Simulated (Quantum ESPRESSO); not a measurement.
## Pd (Palladium): parallel and opposed starts

A self-consistent run ends on one state, which hangs on the start. Several orders of Pd (Palladium) are started in Quantum ESPRESSO and their energies compared.

Calculated with Quantum ESPRESSO 7.5; PBE; plane waves with GBRV 1.5 PBE potentials, no spin-orbit coupling.

**1. The starting structure**

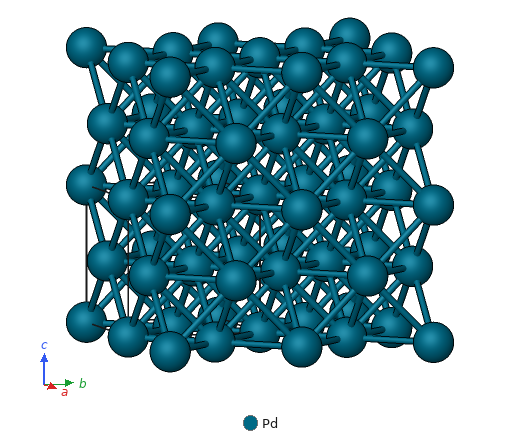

The starting structure, seen slightly off an axis (palladium blue). 2×2×2 cells are drawn. This picture shows the conventional cell, with its axes. Some periodic images of atoms are drawn too.

The cell comes from the Crystallography Open Database.

**2. Run 1, typed as ferro +**

The signs are those of the starting moments on the seeded atoms, the atoms that are given a moment.

File pw.in:

```
&CONTROL
  calculation = 'scf'
  prefix = 'pwscf'
  outdir = './tmp'
  pseudo_dir = './pseudo'
  disk_io = 'nowf'
  tprnfor = .true.
  tstress = .true.
/
&SYSTEM
  ibrav = 0
  celldm(1) = 8
  nat = 1
  ntyp = 1
  ecutwfc = 40
  ecutrho = 280
  nbnd = 14
  occupations = 'smearing'
  smearing = 'fd'
  degauss = 0.00734986
  nspin = 2
  starting_magnetization(1) = 0.0375
/
&ELECTRONS
  conv_thr = 2d-09
  electron_maxstep = 150
  mixing_beta = 0.3
/
ATOMIC_SPECIES
Pd    106.4200 pd_pbe_v1.4.uspp.F.UPF
CELL_PARAMETERS alat
   0.0000000000000    0.4597939876980    0.4597939876980
   0.4597939876980    0.0000000000000    0.4597939876980
   0.4597939876980    0.4597939876980    0.0000000000000
ATOMIC_POSITIONS crystal
Pd      0.0000000000    0.0000000000    0.0000000000
K_POINTS automatic
12 12 12 0 0 0
```

Launch:

```sh
> OMP_NUM_THREADS=1 mpirun -n 4 pw.x -nk 4 -in pw.in > pw.out
```

The log of the run:

```text
Program PWSCF v.7.5 starts

     Message from routine setup:
     using ibrav=0 with symmetry is DISCOURAGED, use correct ibrav instead

     K-points division:     npool     =       4
     Subspace diagonalization in iterative solution of the eigenvalue problem:

     G-vector sticks info
     --------------------
     sticks:   dense  smooth     PW     G-vecs:    dense   smooth      PW
     Sum         511     301    109                 7799     3479     701

     Using Slab Decomposition

     bravais-lattice index     =            0
     lattice parameter (alat)  =       8.0000  a.u.
     unit-cell volume          =      99.5382 (a.u.)^3
     number of atoms/cell      =            1
     number of atomic types    =            1
     number of electrons       =        16.00
     number of Kohn-Sham states=           14
     kinetic-energy cutoff     =      40.0000  Ry
     charge density cutoff     =     280.0000  Ry
     scf convergence threshold =      2.0E-09
     mixing beta               =       0.3000
     number of iterations used =            8  plain     mixing
     Exchange-correlation=  SLA  PW   PBX  PBC
                           (   1   4   3   4   0   0   0)

     celldm(1)=   8.000000  celldm(2)=   0.000000  celldm(3)=   0.000000
     celldm(4)=   0.000000  celldm(5)=   0.000000  celldm(6)=   0.000000

     crystal axes: (cart. coord. in units of alat)
               a(1) = (   0.000000   0.459794   0.459794 )
               a(2) = (   0.459794   0.000000   0.459794 )
               a(3) = (   0.459794   0.459794   0.000000 )

     reciprocal axes: (cart. coord. in units 2 pi/alat)
               b(1) = ( -1.087444  1.087444  1.087444 )
               b(2) = (  1.087444 -1.087444  1.087444 )
               b(3) = (  1.087444  1.087444 -1.087444 )

     PseudoPot. # 1 for Pd read from file:
     pd_pbe_v1.4.uspp.F.UPF
     Pseudo is Ultrasoft + core correction, Zval = 16.0
     Generated by new atomic code, or converted to UPF format
     Using radial grid of  887 points,  6 beta functions with:
                l(1) =   0
                l(2) =   0
                l(3) =   1
                l(4) =   1
                l(5) =   2
                l(6) =   2
     Q(r) pseudized with  8 coefficients,  rinner =    1.130   1.130   1.130
                                                       1.130   1.130

     atomic species   valence    mass     pseudopotential
     Pd               16.00   106.42000     Pd( 1.00)

     Starting magnetic structure
     atomic species   magnetization
     Pd              0.037

     48 Sym. Ops., with inversion, found

   Cartesian axes

     site n.     atom                  positions (alat units)
         1        Pd     tau(   1) = (   0.0000000   0.0000000   0.0000000  )

     number of k points=    72  Fermi-Dirac smearing, width (Ry)=  0.0073
                       cart. coord. in units 2pi/alat
        k(    1) = (   0.0000000   0.0000000   0.0000000), wk =   0.0005787
        k(    2) = (   0.0906203   0.0906203  -0.0906203), wk =   0.0046296
        k(    3) = (   0.1812406   0.1812406  -0.1812406), wk =   0.0046296
        k(    4) = (   0.2718609   0.2718609  -0.2718609), wk =   0.0046296
        k(    5) = (   0.3624812   0.3624812  -0.3624812), wk =   0.0046296
        [... 67 further k-points ...]

     Dense  grid:     7799 G-vectors     FFT dimensions: (  27,  27,  27)

     Smooth grid:     3479 G-vectors     FFT dimensions: (  24,  24,  24)

     Generating pointlists ...
     new r_m :   0.2682 (alat units)  2.1458 (a.u.) for type    1

     Initial potential from superposition of free atoms

     starting charge      15.5000, renormalised to      16.0000

     negative rho (up, down):  3.771E-02 3.498E-02
     Starting wfcs are   12 randomized atomic wfcs +    2 random wfcs

     Self-consistent Calculation

     iteration #  1     ecut=    40.00 Ry     beta= 0.30
     Davidson diagonalization with overlap
     ethr =  1.00E-02,  avg # of iterations =  4.5

     negative rho (up, down):  3.709E-02 3.495E-02

     total energy              =    -198.58644847 Ry
     estimated scf accuracy    <       1.09284472 Ry

     total magnetization       =     0.35 Bohr mag/cell
     absolute magnetization    =     0.36 Bohr mag/cell

     iteration #  2     ecut=    40.00 Ry     beta= 0.30
     Davidson diagonalization with overlap
     ethr =  6.83E-03,  avg # of iterations =  1.3

     negative rho (up, down):  3.694E-02 3.532E-02

     total energy              =    -198.69604654 Ry
     estimated scf accuracy    <       0.04890285 Ry

     total magnetization       =     0.32 Bohr mag/cell
     absolute magnetization    =     0.34 Bohr mag/cell

     iteration #  3     ecut=    40.00 Ry     beta= 0.30
     Davidson diagonalization with overlap
     ethr =  3.06E-04,  avg # of iterations =  1.8

     negative rho (up, down):  3.689E-02 3.622E-02

     total energy              =    -198.70391180 Ry
     estimated scf accuracy    <       0.00264189 Ry

     total magnetization       =     0.31 Bohr mag/cell
     absolute magnetization    =     0.33 Bohr mag/cell

     [... further iterations left out ...]

     iteration # 10     ecut=    40.00 Ry     beta= 0.30
     Davidson diagonalization with overlap
     ethr =  1.31E-08,  avg # of iterations =  2.9

     negative rho (up, down):  3.657E-02 3.655E-02

     total energy              =    -198.70428201 Ry
     estimated scf accuracy    <       0.00000566 Ry

     total magnetization       =    -0.07 Bohr mag/cell
     absolute magnetization    =     0.08 Bohr mag/cell

     iteration # 11     ecut=    40.00 Ry     beta= 0.30
     Davidson diagonalization with overlap
     ethr =  1.31E-08,  avg # of iterations =  2.5

     negative rho (up, down):  3.656E-02 3.657E-02

     total energy              =    -198.70440857 Ry
     estimated scf accuracy    <       0.00000006 Ry

     total magnetization       =     0.01 Bohr mag/cell
     absolute magnetization    =     0.01 Bohr mag/cell

     iteration # 12     ecut=    40.00 Ry     beta= 0.30
     Davidson diagonalization with overlap
     ethr =  3.91E-10,  avg # of iterations =  2.5

     negative rho (up, down):  3.656E-02 3.656E-02

     total energy              =    -198.70441181 Ry
     estimated scf accuracy    <          7.2E-09 Ry

     total magnetization       =    -0.00 Bohr mag/cell
     absolute magnetization    =     0.00 Bohr mag/cell

     iteration # 13     ecut=    40.00 Ry     beta= 0.30
     Davidson diagonalization with overlap
     ethr =  4.51E-11,  avg # of iterations =  2.2

     negative rho (up, down):  3.656E-02 3.656E-02

     Magnetic moment per site  (integrated on atomic sphere of radius R)
     atom   1 (R=0.268)  charge= 14.4657  magn= -0.0009

     End of self-consistent calculation

     Number of k-points >= 100: set verbosity='high' to print the bands.

     the Fermi energy is    18.7360 ev

!    total energy              =    -198.70441203 Ry
     estimated scf accuracy    <          3.1E-10 Ry
     smearing contrib. (-TS)   =      -0.00463120 Ry
     internal energy E=F+TS    =    -198.69978083 Ry

     The total energy is F=E-TS. E is the sum of the following terms:
     one-electron contribution =     -43.25873500 Ry
     hartree contribution      =      35.47601257 Ry
     xc contribution           =     -31.37214231 Ry
     ewald contribution        =    -159.54491609 Ry

     total magnetization       =    -0.00 Bohr mag/cell
     absolute magnetization    =     0.00 Bohr mag/cell

     convergence has been achieved in  13 iterations

     negative rho (up, down):  3.656E-02 3.656E-02

     Forces acting on atoms (cartesian axes, Ry/au):

     atom    1 type  1   force =     0.00000000    0.00000000    0.00000000

     Total force =     0.000000     Total SCF correction =     0.000000

     Computing stress (Cartesian axis) and pressure

     negative rho (up, down):  3.656E-02 3.656E-02
          total   stress  (Ry/bohr**3)                   (kbar)     P=       79.79
   0.00054241  -0.00000000   0.00000000           79.79       -0.00        0.00
  -0.00000000   0.00054241  -0.00000000           -0.00       79.79       -0.00
   0.00000000   0.00000000   0.00054241            0.00        0.00       79.79

=------------------------------------------------------------------------------=
   JOB DONE.
=------------------------------------------------------------------------------=
```

Wall time 5.8 s (4 MPI ranks of Intel Xeon Platinum 8488C (Sapphire Rapids), shared host); peak memory 0.25 GiB; 22 s of CPU time.

Spin moment in the atom's sphere by atom:

```
atom  spin moment in the atom's sphere (μB)
 Pd1                                -0.0009
```

This step gave:

- smearing term TS: 0.06301 eV
- pressure: 7.979 GPa
- magnetization: 0 μB
- absolute magnetization: 0 μB
- final state: non-magnetic

**3. Start 2: antiferro q=(0,1/2,1/2) +−**

The cell is doubled to 2 atoms to hold this order. The wavevector q is in fractions of the reciprocal vectors of the crystal's primitive cell, as the cells of these inputs are built from it; moments change sign between cells as cos(2π q·R).

File pw.in:

```
&CONTROL
  calculation = 'scf'
  prefix = 'pwscf'
  outdir = './tmp'
  pseudo_dir = './pseudo'
  disk_io = 'nowf'
  tprnfor = .true.
  tstress = .true.
/
&SYSTEM
  ibrav = 0
  celldm(1) = 8
  nat = 2
  ntyp = 2
  ecutwfc = 40
  ecutrho = 280
  nbnd = 23
  occupations = 'smearing'
  smearing = 'fd'
  degauss = 0.00734986
  nspin = 2
  starting_magnetization(1) = 0.0375
  starting_magnetization(2) = -0.0375
/
&ELECTRONS
  conv_thr = 4d-09
  electron_maxstep = 150
  mixing_beta = 0.3
/
ATOMIC_SPECIES
Pd1   106.4200 pd_pbe_v1.4.uspp.F.UPF
Pd2   106.4200 pd_pbe_v1.4.uspp.F.UPF
CELL_PARAMETERS alat
   0.0000000000000    0.4597939876980    0.4597939876980
   0.9195879753960    0.0000000000000    0.9195879753960
   0.9195879753960    0.4597939876980    0.4597939876980
ATOMIC_POSITIONS crystal
Pd1     0.0000000000    0.0000000000    0.0000000000
Pd2     0.0000000000    0.5000000000    0.0000000000
K_POINTS automatic
12 6 12 0 0 0
```

The log of the run:

```text
[banner, memory and clock lines left out]
Program PWSCF v.7.5 starts

     Message from routine setup:
     using ibrav=0 with symmetry is DISCOURAGED, use correct ibrav instead

     bravais-lattice index     =            0
     lattice parameter (alat)  =       8.0000  a.u.
     unit-cell volume          =     199.0764 (a.u.)^3
     number of atoms/cell      =            2
     number of atomic types    =            2
     number of electrons       =        32.00
     number of Kohn-Sham states=           23
     kinetic-energy cutoff     =      40.0000  Ry
     charge density cutoff     =     280.0000  Ry
     scf convergence threshold =      4.0E-09
     mixing beta               =       0.3000
     number of iterations used =            8  plain     mixing
     Exchange-correlation=  SLA  PW   PBX  PBC
                           (   1   4   3   4   0   0   0)

     celldm(1)=   8.000000  celldm(2)=   0.000000  celldm(3)=   0.000000
     celldm(4)=   0.000000  celldm(5)=   0.000000  celldm(6)=   0.000000

     crystal axes: (cart. coord. in units of alat)
               a(1) = (   0.000000   0.459794   0.459794 )
               a(2) = (   0.919588   0.000000   0.919588 )
               a(3) = (   0.919588   0.459794   0.459794 )

     reciprocal axes: (cart. coord. in units 2 pi/alat)
               b(1) = ( -1.087444  1.087444  1.087444 )
               b(2) = ( -0.000000 -1.087444  1.087444 )
               b(3) = (  1.087444  1.087444 -1.087444 )

     PseudoPot. # 1 for Pd read from file:
     pd_pbe_v1.4.uspp.F.UPF
     Pseudo is Ultrasoft + core correction, Zval = 16.0

     PseudoPot. # 2 for Pd read from file:
     pd_pbe_v1.4.uspp.F.UPF
     Pseudo is Ultrasoft + core correction, Zval = 16.0

     atomic species   valence    mass     pseudopotential
     Pd1              16.00   106.42000     Pd( 1.00)
     Pd2              16.00   106.42000     Pd( 1.00)

     Starting magnetic structure
     atomic species   magnetization
     Pd1             0.037
     Pd2            -0.037

     16 Sym. Ops., with inversion, found

   Cartesian axes

     site n.     atom                  positions (alat units)
         1        Pd1    tau(   1) = (   0.0000000   0.0000000   0.0000000  )
         2        Pd2    tau(   2) = (   0.4597940   0.0000000   0.4597940  )

     number of k points=   100  Fermi-Dirac smearing, width (Ry)=  0.0073

     Number of k-points >= 100: set verbosity='high' to print them.

     Dense  grid:    15679 G-vectors     FFT dimensions: (  27,  60,  48)

     Smooth grid:     6857 G-vectors     FFT dimensions: (  24,  45,  40)

     Generating pointlists ...
     new r_m :   0.2682 (alat units)  2.1458 (a.u.) for type    1
     new r_m :   0.2682 (alat units)  2.1458 (a.u.) for type    2

     Initial potential from superposition of free atoms

     starting charge      31.0000, renormalised to      32.0000

     negative rho (up, down):  7.677E-02 7.677E-02
     Starting wfcs are   24 randomized atomic wfcs

     Self-consistent Calculation

     iteration #  1     ecut=    40.00 Ry     beta= 0.30
     Davidson diagonalization with overlap
     ethr =  1.00E-02,  avg # of iterations =  4.2

     negative rho (up, down):  7.655E-02 7.655E-02

     total energy              =    -397.17994849 Ry
     estimated scf accuracy    <       2.16699963 Ry

     total magnetization       =     0.00 Bohr mag/cell
     absolute magnetization    =     0.36 Bohr mag/cell

     iteration #  2     ecut=    40.00 Ry     beta= 0.30
     Davidson diagonalization with overlap
     ethr =  6.77E-03,  avg # of iterations =  1.9

     negative rho (up, down):  7.685E-02 7.685E-02

     total energy              =    -397.38909466 Ry
     estimated scf accuracy    <       0.10541641 Ry

     total magnetization       =     0.00 Bohr mag/cell
     absolute magnetization    =     0.30 Bohr mag/cell

     [... further iterations left out ...]

     iteration # 10     ecut=    40.00 Ry     beta= 0.30
     Davidson diagonalization with overlap
     ethr =  1.44E-09,  avg # of iterations =  2.0

     negative rho (up, down):  7.767E-02 7.767E-02

     total energy              =    -397.40882383 Ry
     estimated scf accuracy    <       0.00000005 Ry

     total magnetization       =    -0.00 Bohr mag/cell
     absolute magnetization    =     0.00 Bohr mag/cell

     iteration # 11     ecut=    40.00 Ry     beta= 0.30
     Davidson diagonalization with overlap
     ethr =  1.47E-10,  avg # of iterations =  2.0

     negative rho (up, down):  7.767E-02 7.767E-02

     Magnetic moment per site  (integrated on atomic sphere of radius R)
     atom   1 (R=0.268)  charge= 14.4656  magn= -0.0000
     atom   2 (R=0.268)  charge= 14.4656  magn= -0.0000

     End of self-consistent calculation

     Number of k-points >= 100: set verbosity='high' to print the bands.

     the Fermi energy is    18.7359 ev

!    total energy              =    -397.40882389 Ry
     estimated scf accuracy    <          4.3E-10 Ry
     smearing contrib. (-TS)   =      -0.00926246 Ry
     internal energy E=F+TS    =    -397.39956143 Ry

     The total energy is F=E-TS. E is the sum of the following terms:
     one-electron contribution =     -86.51768207 Ry
     hartree contribution      =      70.95228715 Ry
     xc contribution           =     -62.74433433 Ry
     ewald contribution        =    -319.08983218 Ry

     total magnetization       =    -0.00 Bohr mag/cell
     absolute magnetization    =     0.00 Bohr mag/cell

     convergence has been achieved in  11 iterations

     negative rho (up, down):  7.767E-02 7.767E-02

     Forces acting on atoms (cartesian axes, Ry/au):

     atom    1 type  1   force =    -0.00000000   -0.00000000    0.00000000
     atom    2 type  2   force =    -0.00000000    0.00000000    0.00000000

     Total force =     0.000000     Total SCF correction =     0.000000

     Computing stress (Cartesian axis) and pressure

     negative rho (up, down):  7.767E-02 7.767E-02
          total   stress  (Ry/bohr**3)                   (kbar)     P=       79.98
   0.00054386   0.00000000  -0.00000000           80.01        0.00       -0.00
   0.00000000   0.00054363  -0.00000000            0.00       79.97       -0.00
  -0.00000000  -0.00000000   0.00054363           -0.00       -0.00       79.97
```

Wall time 27 s (4 MPI ranks); peak memory 0.39 GiB.

The spin moment in the atom's sphere vanishes on all atoms.

Read from the output:

```yaml
smearing_term_ts: 0.1260 eV
pressure: 7.998 GPa
magnetization: 0 μB
absolute_magnetization: 0 μB
final_state: non-magnetic
```

(Continued in part 2 of 2.)

[Logs and program files are shortened in this print: banners, set-up blocks, solver, clock and traceback lines can be left out without a mark of their own.]

[Logs are printed without paths, hosts, clocks, repeated set-up lines and the standing remarks that a program may print on its own settings, such as how far it seeks lower states.]

[Hosts, paths, dates, database ids (printed as entryN), source tags and the programs' standing remarks are cut or masked in the printed files.]

[Where a cell is said to come from a database of computed structures, the database is the Materials Project.]
